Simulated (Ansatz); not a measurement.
## CH₃AlBF: molecular dynamics (part 1 of 2)

The run: molecular dynamics of CH₃AlBF, SMILES F[B]1[CH2][AlH]1. Method and program: RKS r2SCAN/6-31G* (Ansatz 0.2.0).

The geometry comes from this level: PBE0-D4/def2-TZVP. Figures and captions count atoms from 1; the log counts them from 0 in places.

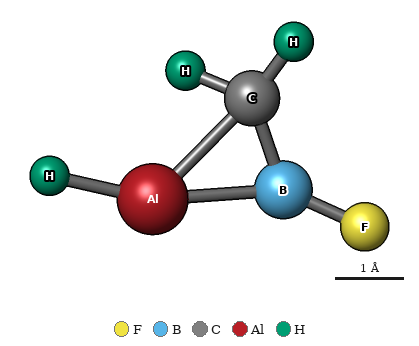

**Figure 1.** The structure as given in the input (ball-and-stick view, seen on its broad side). Sticks mark near contacts. Bond lengths as drawn: Al–B 1.98 Å, Al–C 2.10 Å, Al–H 1.59 Å, B–C 1.48 Å, B–F 1.32 Å and C–H 1.09 to 1.11 Å.

The input
```yaml
crystal:
  periodic: [false, false, false]
  atoms:
    - {symbol: F, position_ang: [-0.817965, -1.964801, 1.151545]}
    - {symbol: B, position_ang: [-0.363069, -1.031049, 0.329859]}
    - {symbol: C, position_ang: [0.500238, 0.144448, 0.566516]}
    - {symbol: Al, position_ang: [-0.687351, 0.231133, -1.158816]}
    - {symbol: H, position_ang: [1.023733, 0.687062, -0.247890]}
    - {symbol: H, position_ang: [0.960724, 0.441293, 1.508779]}
    - {symbol: H, position_ang: [-0.555111, 1.423915, -2.195492]}
basis:
  gaussian: {orbitals: "6-31G*"}
hamiltonian: {xc: {name: r2SCAN}}
md: {timestep: 1 fs, n_steps: 30, ensemble: nvt_langevin, temperature: 500, initial_velocities: maxwell_boltzmann, friction: 0.01, seed: 503}
```

Run on 2 threads of Arm Neoverse V2, 23 GiB of memory available, shared host.

Launch command:
```bash
ansatz run in.yaml --threads 2 --pin off --events-out ev --progress --plain --max-ram 4352MiB
```

Log
```
Functional definition: r2SCAN
  name "r2SCAN"
  cite "Furness, Kaplan, Ning, Perdew & Sun, J. Phys. Chem. Lett. 11, 8208 (2020) doi:10.1021/acs.jpclett.0c02405"
  cite "Furness, Kaplan, Ning, Perdew & Sun, J. Phys. Chem. Lett. 11, 9248 (2020) doi:10.1021/acs.jpclett.0c03077"
  parent r2scan
  parameter k0 = 0.174
  parameter k1 = 0.065
  parameter a1 = 4.9479
  exchange = r2scan_x(k0 = k0, k1 = k1, a1 = a1)
  correlation = r2scan_c
768 factors; their error is unknown
mean field evaluation 1: about -11064.2773 eV, gradient 5.4e1 eV
mean field evaluation 2: about -11024.8480 eV, gradient 1.1e2 eV
mean field evaluation 4: about -11071.3459 eV, gradient 1.1e1 eV
mean field evaluation 8: about -11071.7784 eV, gradient 9.2e-2 eV
mean field evaluation 16: about -11071.7401 eV, gradient 7.3e-5 eV
mean field -11071.74010219 eV, -406.8789440605 hartree, gradient 7.3e-5 eV, S^2 0.000000; 0 other end points of the search recorded, 0 dependent functions left out
the calculation of the forces begins
reference -11071.74011368 eV, -406.8789444829 hartree; 18, 18 occupied and 52, 52 virtual orbitals, 768 factors
md step     0: t =     0.00 fs  T =   428.6 K  F+E_penalty+E_count = -11071.74010219 eV  E_kin = 0.387780 eV  (28 SCF iters)
these checks for a lower state are left out or cut short: starts, cluster_reference, orbital_swaps, neighbouring_geometries, increment
768 factors; their error is unknown
mean field -11071.72773548 eV, -406.8784895922 hartree, gradient 1.1e-5 eV, S^2 0.000000; 0 other end points of the search recorded, 0 dependent functions left out
the calculation of the forces begins
reference -11071.72774700 eV, -406.8784900156 hartree; 18, 18 occupied and 52, 52 virtual orbitals, 768 factors
md step     1: t =     1.00 fs  T =   400.4 K  F+E_penalty+E_count = -11071.72773548 eV  E_kin = 0.362273 eV  (32 SCF iters)
[... from here on the SCF iterations and repeated set-up lines of each step are left out, up to the last step ...]
md step     2: t =     2.00 fs  T =   334.9 K  F+E_penalty+E_count = -11071.69494304 eV  E_kin = 0.303050 eV  (32 SCF iters)
md step     3: t =     3.00 fs  T =   319.7 K  F+E_penalty+E_count = -11071.64882735 eV  E_kin = 0.289234 eV  (31 SCF iters)
md step     4: t =     4.00 fs  T =   273.4 K  F+E_penalty+E_count = -11071.60127991 eV  E_kin = 0.247394 eV  (31 SCF iters)
md step     5: t =     5.00 fs  T =   247.3 K  F+E_penalty+E_count = -11071.56572438 eV  E_kin = 0.223806 eV  (31 SCF iters)
md step     6: t =     6.00 fs  T =   276.8 K  F+E_penalty+E_count = -11071.54471407 eV  E_kin = 0.250488 eV  (31 SCF iters)
md step     7: t =     7.00 fs  T =   293.7 K  F+E_penalty+E_count = -11071.53871899 eV  E_kin = 0.265730 eV  (32 SCF iters)
md step     8: t =     8.00 fs  T =   283.2 K  F+E_penalty+E_count = -11071.54675845 eV  E_kin = 0.256273 eV  (32 SCF iters)
md step     9: t =     9.00 fs  T =   258.0 K  F+E_penalty+E_count = -11071.55928704 eV  E_kin = 0.233462 eV  (32 SCF iters)
md step    10: t =    10.00 fs  T =   271.2 K  F+E_penalty+E_count = -11071.57661536 eV  E_kin = 0.245359 eV  (32 SCF iters)
md step    11: t =    11.00 fs  T =   299.4 K  F+E_penalty+E_count = -11071.59836056 eV  E_kin = 0.270906 eV  (32 SCF iters)
md step    12: t =    12.00 fs  T =   318.5 K  F+E_penalty+E_count = -11071.62206341 eV  E_kin = 0.288172 eV  (32 SCF iters)
md step    13: t =    13.00 fs  T =   315.6 K  F+E_penalty+E_count = -11071.64603515 eV  E_kin = 0.285549 eV  (30 SCF iters)
md step    14: t =    14.00 fs  T =   324.9 K  F+E_penalty+E_count = -11071.65968220 eV  E_kin = 0.293943 eV  (32 SCF iters)
md step    15: t =    15.00 fs  T =   337.8 K  F+E_penalty+E_count = -11071.66226356 eV  E_kin = 0.305674 eV  (31 SCF iters)
md step    16: t =    16.00 fs  T =   328.8 K  F+E_penalty+E_count = -11071.65213506 eV  E_kin = 0.297460 eV  (32 SCF iters)
md step    17: t =    17.00 fs  T =   358.2 K  F+E_penalty+E_count = -11071.63043390 eV  E_kin = 0.324100 eV  (30 SCF iters)
md step    18: t =    18.00 fs  T =   367.6 K  F+E_penalty+E_count = -11071.60417147 eV  E_kin = 0.332607 eV  (32 SCF iters)
md step    19: t =    19.00 fs  T =   382.4 K  F+E_penalty+E_count = -11071.58992313 eV  E_kin = 0.345968 eV  (32 SCF iters)
md step    20: t =    20.00 fs  T =   411.6 K  F+E_penalty+E_count = -11071.58615935 eV  E_kin = 0.372379 eV  (32 SCF iters)
md step    21: t =    21.00 fs  T =   384.9 K  F+E_penalty+E_count = -11071.57928214 eV  E_kin = 0.348225 eV  (32 SCF iters)
md step    22: t =    22.00 fs  T =   341.1 K  F+E_penalty+E_count = -11071.56264696 eV  E_kin = 0.308677 eV  (31 SCF iters)
md step    23: t =    23.00 fs  T =   363.8 K  F+E_penalty+E_count = -11071.53438838 eV  E_kin = 0.329208 eV  (32 SCF iters)
md step    24: t =    24.00 fs  T =   333.7 K  F+E_penalty+E_count = -11071.49894781 eV  E_kin = 0.301946 eV  (33 SCF iters)
md step    25: t =    25.00 fs  T =   285.4 K  F+E_penalty+E_count = -11071.47053949 eV  E_kin = 0.258262 eV  (33 SCF iters)
md step    26: t =    26.00 fs  T =   266.6 K  F+E_penalty+E_count = -11071.45999176 eV  E_kin = 0.241187 eV  (33 SCF iters)
md step    27: t =    27.00 fs  T =   292.3 K  F+E_penalty+E_count = -11071.46714055 eV  E_kin = 0.264499 eV  (33 SCF iters)
md step    28: t =    28.00 fs  T =   289.9 K  F+E_penalty+E_count = -11071.48253575 eV  E_kin = 0.262315 eV  (33 SCF iters)
md step    29: t =    29.00 fs  T =   296.9 K  F+E_penalty+E_count = -11071.50628721 eV  E_kin = 0.268597 eV  (32 SCF iters)
these checks for a lower state are left out or cut short: starts, cluster_reference, orbital_swaps, neighbouring_geometries, increment
768 factors; their error is unknown
mean field -11071.53706390 eV, -406.8714825410 hartree, gradient 1.4e-5 eV, S^2 0.000000; 0 other end points of the search recorded, 0 dependent functions left out
the calculation of the forces begins
reference -11071.53707484 eV, -406.8714829431 hartree; 18, 18 occupied and 52, 52 virtual orbitals, 768 factors
768 factors; their error is unknown
mean field evaluation 256: about -11071.5761 eV, gradient 1.2e-1 eV
mean field -11071.53706390 eV, -406.8714825410 hartree, gradient 1.5e-5 eV, S^2 0.000000; 1 other end points of the search recorded, 0 dependent functions left out
the calculation of the forces begins
reference -11071.53707484 eV, -406.8714829431 hartree; 18, 18 occupied and 52, 52 virtual orbitals, 768 factors
md step    30: t =    30.00 fs  T =   293.6 K  F+E_penalty+E_count = -11071.53706390 eV  E_kin = 0.265647 eV  (30 SCF iters)
```

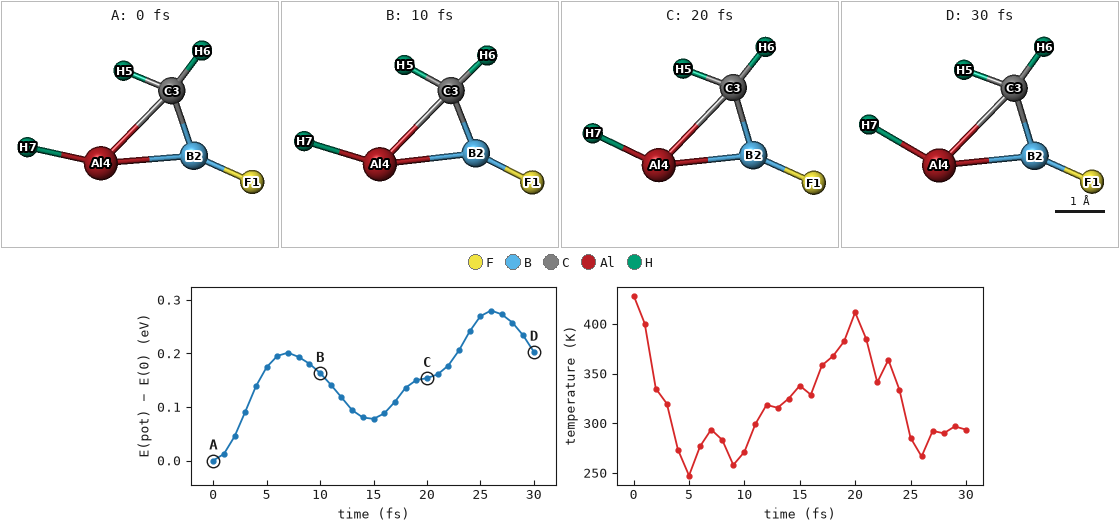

**Figure 2.** Frames of the molecular dynamics (ball-and-stick, seen on its broad side) above the curves, on which the letters mark them. The trajectory kept here has 31 frames over 30 fs. The temperature starts at 429 K, ranges from 247 to 429 K and averages 333 K over the second half. The potential energy ends 0.203 eV above its first value. After an unweighted best fit of the last frame on the first, the root-mean-square displacement is 0.15 Å, and H7 has moved furthest (0.26 Å).

```
Total energy: -11071.53707484 eV, -406.8714829431 hartree
Atom 0 at    -0.690586    -2.046990     0.993604 Å, force    -0.471156    -1.006379     0.360373 eV/Å
Atom 1 at    -0.322821    -1.009244     0.295673 Å, force     0.838669     1.894190     0.240698 eV/Å
Atom 2 at     0.390441     0.255254     0.737461 Å, force    -0.556368    -0.418731    -1.845683 eV/Å
Atom 3 at    -0.751453     0.331709    -1.169120 Å, force     0.937691     0.712619     0.298219 eV/Å
Atom 4 at     0.836694     0.958458    -0.021168 Å, force    -0.198197    -0.292892     0.491937 eV/Å
Atom 5 at     0.810792     0.508867     1.706760 Å, force    -0.000215    -0.158178     0.281468 eV/Å
Atom 6 at    -0.188742     1.722084    -1.923570 Å, force    -0.550424    -0.730629     0.172987 eV/Å
Dipole moment:    -0.090406     0.255015    -0.204076 e Å
```

Trajectory as extended XYZ (Å, eV, eV/Å), 31 frames, from step=0 to step=30
```
7
Properties=species:S:1:pos:R:3:forces:R:3 step=0 time_fs=0.0 energy=-11071.74010 temperature=428.6
F    -0.8180   -1.9648    1.1515   -0.1297  -0.1814   0.1777
B    -0.3631   -1.0310    0.3299    0.0178  -0.1548  -0.1172
C     0.5002    0.1444    0.5665    0.0498   0.1903  -0.1189
Al   -0.6874    0.2311   -1.1588   -0.1452  -0.0607  -0.0281
H     1.0237    0.6871   -0.2479    0.0902   0.0486  -0.0141
H     0.9607    0.4413    1.5088    0.0666   0.0461   0.1540
H    -0.5551    1.4239   -2.1955    0.0506   0.1119  -0.0534
7
Properties=species:S:1:pos:R:3:forces:R:3 step=1 time_fs=1.0 energy=-11071.72774 temperature=400.4
F    -0.8140   -1.9673    1.1440   -0.2947  -0.5952   0.6034
B    -0.3597   -1.0355    0.3436    0.1855   0.4655  -0.8584
C     0.5001    0.1451    0.5627    0.0325   0.1186   0.4705
Al   -0.6905    0.2338   -1.1589   -0.1692  -0.2802   0.1146
H     1.0202    0.7182   -0.2205    0.1479   0.0758  -0.2157
H     0.9418    0.4253    1.5262    0.0213   0.0337  -0.0294
H    -0.5553    1.4298   -2.1843    0.0768   0.1817  -0.0849
7
Properties=species:S:1:pos:R:3:forces:R:3 step=2 time_fs=2.0 energy=-11071.69494 temperature=334.9
F    -0.8096   -1.9698    1.1376   -0.4554  -0.9917   0.9939
B    -0.3571   -1.0381    0.3569    0.3210   0.9967  -1.5310
C     0.4992    0.1451    0.5587    0.1178   0.1380   1.0545
Al   -0.6935    0.2365   -1.1586   -0.1961  -0.4422   0.1994
H     1.0166    0.7485   -0.1955    0.1633   0.0734  -0.3485
H     0.9266    0.4104    1.5431   -0.0486   0.0040  -0.2771
H    -0.5553    1.4372   -2.1749    0.0979   0.2220  -0.0912
7
Properties=species:S:1:pos:R:3:forces:R:3 step=3 time_fs=3.0 energy=-11071.64883 temperature=319.7
F    -0.8047   -1.9722    1.1321   -0.6065  -1.3651   1.3400
B    -0.3546   -1.0388    0.3702    0.4246   1.4523  -2.1269
C     0.4986    0.1445    0.5560    0.2641   0.2279   1.5275
Al   -0.6963    0.2388   -1.1588   -0.2182  -0.5594   0.2510
H     1.0121    0.7783   -0.1737    0.1305   0.0229  -0.3871
H     0.9150    0.3945    1.5597   -0.1088  -0.0151  -0.5281
H    -0.5549    1.4460   -2.1677    0.1143   0.2364  -0.0765
7
Properties=species:S:1:pos:R:3:forces:R:3 step=4 time_fs=4.0 energy=-11071.60128 temperature=273.4
F    -0.7995   -1.9752    1.1270   -0.7276  -1.6788   1.6128
B    -0.3512   -1.0387    0.3819    0.4933   1.8304  -2.6129
C     0.4980    0.1448    0.5552    0.4373   0.3539   1.7729
Al   -0.6991    0.2411   -1.1596   -0.2248  -0.6075   0.2607
H     1.0087    0.8073   -0.1564    0.0325  -0.1064  -0.3123
H     0.9070    0.3755    1.5738   -0.1321   0.0066  -0.6965
H    -0.5524    1.4576   -2.1643    0.1214   0.2018  -0.0248
7
Properties=species:S:1:pos:R:3:forces:R:3 step=5 time_fs=5.0 energy=-11071.56572 temperature=247.3
F    -0.7948   -1.9795    1.1225   -0.7741  -1.8343   1.7416
B    -0.3473   -1.0380    0.3904    0.4885   2.0313  -2.9041
C     0.4958    0.1473    0.5564    0.6203   0.4973   1.7997
Al   -0.7020    0.2433   -1.1602   -0.2126  -0.5640   0.2092
H     1.0070    0.8346   -0.1432   -0.1148  -0.3025  -0.1491
H     0.9002    0.3541    1.5849   -0.1211   0.0676  -0.7669
H    -0.5449    1.4726   -2.1648    0.1139   0.1047   0.0695
7
Properties=species:S:1:pos:R:3:forces:R:3 step=6 time_fs=6.0 energy=-11071.54471 temperature=276.8
F    -0.7910   -1.9848    1.1189   -0.7395  -1.8138   1.7243
B    -0.3432   -1.0357    0.3963    0.3843   2.0092  -3.0110
C     0.4919    0.1514    0.5598    0.7501   0.6280   1.6148
Al   -0.7053    0.2453   -1.1605   -0.1863  -0.4515   0.1082
H     1.0039    0.8601   -0.1321   -0.2607  -0.5049   0.0354
H     0.8898    0.3315    1.5911   -0.0411   0.1717  -0.6653
H    -0.5337    1.4914   -2.1669    0.0932  -0.0386   0.1936
7
Properties=species:S:1:pos:R:3:forces:R:3 step=7 time_fs=7.0 energy=-11071.53872 temperature=293.7
F    -0.7875   -1.9908    1.1155   -0.6282  -1.6167   1.5636
B    -0.3384   -1.0317    0.3990    0.1768   1.7440  -2.9286
C     0.4866    0.1563    0.5655    0.8191   0.7395   1.2805
Al   -0.7089    0.2477   -1.1609   -0.1441  -0.3039  -0.0032
H     1.0003    0.8812   -0.1191   -0.3706  -0.6474   0.1556
H     0.8796    0.3119    1.5917    0.0820   0.2791  -0.3867
H    -0.5227    1.5132   -2.1683    0.0650  -0.1947   0.3188
7
Properties=species:S:1:pos:R:3:forces:R:3 step=8 time_fs=8.0 energy=-11071.54676 temperature=283.2
F    -0.7842   -1.9980    1.1122   -0.4478  -1.2487   1.2704
B    -0.3338   -1.0261    0.3974   -0.1175   1.2399  -2.6598
C     0.4809    0.1613    0.5727    0.8162   0.8064   0.8679
Al   -0.7118    0.2502   -1.1618   -0.0956  -0.1433  -0.1043
H     0.9973    0.8937   -0.1045   -0.4190  -0.6799   0.1748
H     0.8725    0.2969    1.5873    0.2281   0.3656   0.0266
H    -0.5143    1.5359   -2.1681    0.0356  -0.3400   0.4244
7
Properties=species:S:1:pos:R:3:forces:R:3 step=9 time_fs=9.0 energy=-11071.55929 temperature=258.0
F    -0.7818   -2.0049    1.1091   -0.2235  -0.7605   0.8920
B    -0.3295   -1.0180    0.3925   -0.4707   0.5476  -2.2583
C     0.4761    0.1661    0.5792    0.7162   0.8022   0.4831
Al   -0.7141    0.2525   -1.1632   -0.0483   0.0174  -0.2015
H     0.9917    0.8984   -0.0896   -0.3695  -0.5634   0.0670
H     0.8667    0.2901    1.5798    0.3898   0.4207   0.5115
H    -0.5061    1.5569   -2.1667    0.0059  -0.4640   0.5061
```
